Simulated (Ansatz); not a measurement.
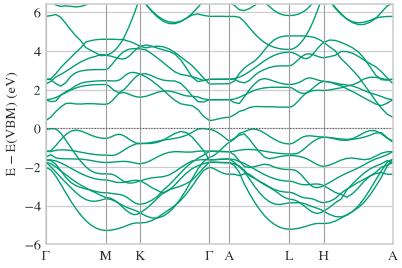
Figure. Band structure from PBE (plane waves, PAW; program Ansatz)

Task: Read off the gap and where the band edges lie.

Result: About 0.4 eV (0.40 eV by a search for the band edges); maximum on the K–Γ line, 88 % of the way from K, minimum at Γ.

The material is Sb₂Se₃ (La2O3 or Ni2Al3 type, space group No. 164).

Space group P-3m1 (La2O3 or Ni2Al3 type). A made-up cell: these elements were put on the sites of a structure type; neither database checked (COD, Materials Project) lists it. It is not the phase usual at ambient conditions (space group No. 62). The cell was relaxed with PBE under the symmetry of its start; whether a distortion lowers the energy is not shown. Spin–orbit coupling is left out wherever it is not named.

Potentials: the later of the program's two PAW sets.
